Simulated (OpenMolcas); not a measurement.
# Pt²⁺ among point charges: CASSCF and CASPT2 levels and susceptibility

How does a field of 6 point charges split the states of Pt²⁺, and what χT follows?

The numbers are computed with OpenMolcas 26.06 (state-averaged CASSCF and CASPT2, spin-orbit coupling by RASSI with atomic mean-field integrals), except any that are marked as measured or tabulated.

### Step 1. The system

```
Species                           : Pt²⁺ (platinum, Z = 78, 76 electrons)
Basis                             : ANO-RCC-VDZP [7s6p4d2f], 59 functions
Scalar Hamiltonian                : DKH2, point nucleus
Inactive shells                   : 1s 2s 2p 3s 3p 3d 4s 4p 4d 4f 5s 5p
Active space                      : 8 electrons in 5 orbitals (5d)
Some configurations of this space : 5d8
Orbitals                          : optimised for each spin and parity, averaged over all roots
```

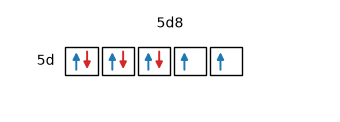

Occupation of the outer shells (arrows by Hund's rule).

The ion sits among 6 point charges of -1.7 e arranged as an octahedron (Oh), 1.69 Å from the ion.

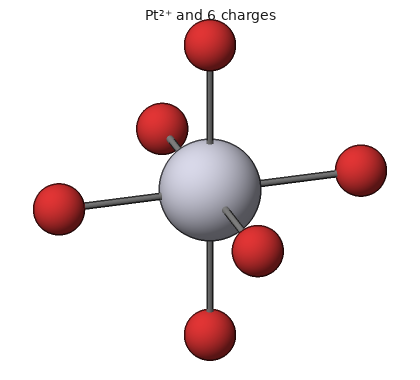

The ion and the point charges (red).

Each step is its own input file, run in one work folder so that later steps find the files of earlier ones. Labels, J, g values, rates, χT and fits are worked out afterwards by a script from the matrices that RASSI stores. The input lists half of the charges; inversion (Group=XYZ) makes the rest.

### Step 2. One- and two-electron integrals

a.inp

```
&GATEWAY
Coord
1

Pt 0.0 0.0 0.0
Basis=ANO-RCC-VDZP
Group=XYZ
NoMove
AngMom=0.0 0.0 0.0
AMFI
XField
3 Angstrom 0
1.690000 0.000000 0.000000 -1.700000
0.000000 1.690000 0.000000 -1.700000
0.000000 0.000000 1.690000 -1.700000
&SEWARD
```

Launch:

```bash
> OMP_NUM_THREADS=1 MOLCAS_MEM=1689 MOLCAS_PROJECT=a pymolcas a.inp > a.log
```

### Step 3. Reference wave functions, triplets of even parity, 10 roots

a.inp

```
&RASSCF
FileOrb=start.orb
Symmetry=1
Spin=3
nActEl=8 0 0
Inactive=15 19
Ras2=5 0
CIRoot=10 10 1
SDav=10
CIMx=300
Iter=120 100
PrWF=0.3
OrbListing=Nothing
MaxOrb=0
>>> COPY $Project.JobIph JOB001
```

start.orb holds the contracted functions of the basis, ordered by shell, or the orbitals of the step before.

### Step 4. Reference wave functions, singlets of even parity, 15 roots

a.inp

```
&RASSCF
FileOrb=start.orb
Symmetry=1
Spin=1
nActEl=8 0 0
Inactive=15 19
Ras2=5 0
CIRoot=15 15 1
SDav=15
CIMx=300
Iter=120 100
PrWF=0.3
OrbListing=Nothing
MaxOrb=0
>>> COPY $Project.JobIph JOB002
```

### Step 5. RASSI: spin-orbit coupling between the states

a.inp

```
&RASSI
NrOfJobIphs=2 10 15
1 2 3 4 5 6 7 8 9 10
1 2 3 4 5 6 7 8 9 10 11 12 13 14 15
IphNames
JOB001
JOB002
EJob
SpinOrbit
DIPRint=1.0
SOCoupling=1000.0
Subsets=2
Property=9
'ANGMOM' 1 'ANGMOM' 2 'ANGMOM' 3 'MLTPL  1' 1 'MLTPL  1' 2 'MLTPL  1' 3
'AMFI' 1 'AMFI' 2 'AMFI' 3
SOProperty=3
'ANGMOM' 1 'ANGMOM' 2 'ANGMOM' 3
```

### Step 6. CASPT2: IPEA 0.25, imaginary shift 0.1 (closed shells correlated: 5s 5p)

a.inp

```
>>> COPY JOB001 $Project.JobIph
&CASPT2
Multistate=10 1 2 3 4 5 6 7 8 9 10
NoMult
Frozen=14 16
IPEA=0.25
Imaginary=0.1
MaxIter=60
WThr=0.0 0.3 0.05
PrWF=0.5
NoMix
>>> COPY JOB002 $Project.JobIph
&CASPT2
Multistate=15 1 2 3 4 5 6 7 8 9 10 11 12 13 14 15
NoMult
Frozen=14 16
IPEA=0.25
Imaginary=0.1
MaxIter=60
WThr=0.0 0.3 0.05
PrWF=0.5
NoMix
```

(Steps that only read results are left out.)

What does the calculation give? Wanted: spin-free ground state; first state of the same spin within the active space; lowest level; next level.

As calculated:

| quantity | value |
| --- | --- |
| method | SS-CASPT2, IPEA 0.25, imaginary shift 0.1 (closed shells correlated: 5s 5p) |
| spin-free ground state | 3A2, 1-fold in its orbital part |
| first state of the same spin within the active space | 3T2 at 24900 cm⁻¹ |
| lowest level | 3-fold T2 |
| next level | 11183.9 cm⁻¹ |
| χT at 300 K | 1.67 cm³ K/mol |
| effective moment at 300 K | 3.66 μB |

Cost by method:

```tsv
method	time of its own steps	time with the reference
A. CASSCF	11 s	11 s
B. SS-CASPT2, IPEA 0.25, imaginary shift 0.1, +5s 5p	4.1 s	16 s
```

Times are of one thread on a shared host.

The spin-free ground state (3A2) comes to 100 % from free-ion F terms and keeps the highest spin of the shell. χT at 300 K is 1.67, against 1.00 cm³ K/mol for the spin alone, so orbital moment adds to it. A ligand-field fit to the states below 45000 cm-1 gives 10Dq = 24018 cm-1, B = 811 cm-1 and C = 2965 cm-1 (C/B = 3.66), with a deviation of 405 cm-1. CASPT2 does not keep the components of a term degenerate, and the means are used. The field of point charges can differ much from that of real complexes. Point charges carry no covalency, so the field is a model and not that of real ligands.
